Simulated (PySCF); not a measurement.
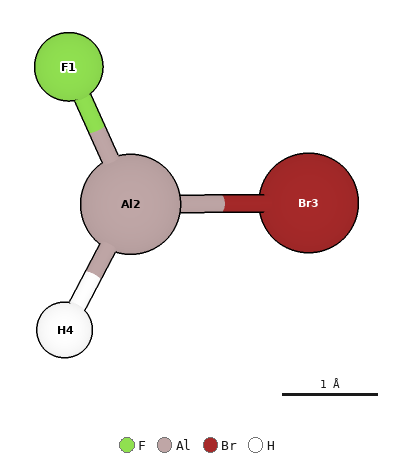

*The structure (ball-and-stick view, seen at a tilt; atoms are numbered from 1 in the order of the input). Sticks mark near contacts.*

Bond lengths as drawn: Al–Br 2.24 Å, Al–F 1.64 Å and Al–H 1.56 Å.

# Single-point calculation of AlHBrF

- system: AlHBrF, multiplicity 3, SMILES [F][AlH][Br]
- method: NEVPT2/cc-pVDZ, ROHF (PySCF 2.14.0)

The geometry is that of the parent species in another charge or spin state. The geometry comes from this level: PBE0-D4/def2-TZVP.

Output
```
converged SCF energy = -2914.18578339766
E(UMP2) = -2914.582965829  E_corr = -0.397182431346852
E(SCS-UMP2) = -2914.56650307305  E_corr = -0.380719675396303
natural occupations [2.     2.     2.     2.     2.     2.     1.9999 1.9999 1.9999 1.9998
 1.9998 1.9998 1.9996 1.9996 1.9995 1.9993 1.9993 1.9993 1.9993 1.9993
 1.9895 1.9859 1.9736 1.9725 1.9718 1.9645 1.9643 1.9547 1.0069 0.9855
 0.0276 0.0249 0.0228 0.017  0.0164 0.0138 0.0133 0.0132 0.0107 0.0102]
CASSCF energy = -2914.18578339769
CASCI E = -2914.18578339769  E(CI) = -0.963239800768406  S^2 = 2.0000000
Sr    (-1)',   E = -0.00000000014083
Si    (+1)',   E = -0.00000000001501
Sijrs (0)  ,   E = -0.31632720066845
Sijr  (+1) ,   E = -0.02333041330873
Srsi  (-1) ,   E = -0.04120540003490
Srs   (-2) ,   E = -0.00122145073242
Sij   (+2) ,   E = -0.00053540254574
Sir   (0)' ,   E = -0.02099434714065
Nevpt2 Energy = -0.403614214586729
E = -2914.5893976123 Eh
```

This output came from the following input.

Input (calc.py)
```python
import numpy
from pyscf import gto, scf, mp, mcscf, mrpt

mol = gto.M(
    atom='F 0.779100 -0.805100 1.280100; Al 0.132300 0.076200 0.056400; Br -1.566600 -0.822700 -1.088000; H 0.710500 1.491300 -0.268800',
    verbose=3,
    basis='cc-pvdz',
    spin=2,
    max_memory=1860,
)

mf = mol.ROHF()
mf.conv_tol = 1e-10
mf.kernel()
if not mf.converged:
    mf = mf.newton().run(mf.mo_coeff, mf.mo_occ)

pt = mp.MP2(scf.addons.convert_to_uhf(mf)).run()
noons, natorbs = mcscf.addons.make_natural_orbitals(pt)
print('natural occupations', numpy.round(noons[:40], 4))
cas = mcscf.CASSCF(mf, 2, 2)
cas.fix_spin_(ss=2.0)
cas.natorb = True
cas.kernel(natorbs)
e_pt2 = mrpt.NEVPT(cas).kernel()
e_final = cas.e_tot + e_pt2
print('E = %.10f Eh' % e_final)
```

Launched with:
```bash
OMP_NUM_THREADS=1 python calc.py
```

Key numbers

- outcome: converged
- total energy: −2914.589398 hartree
- SCF energy: −2914.185783 hartree
- correlation energy: −0.403614 hartree
- basis functions: 64
- ⟨S²⟩: 2.000
- hardware: 1 thread of Arm Neoverse V1, 24 GiB of memory available, shared host
- wall time: 3.9 s
- peak memory: 0.2 GiB
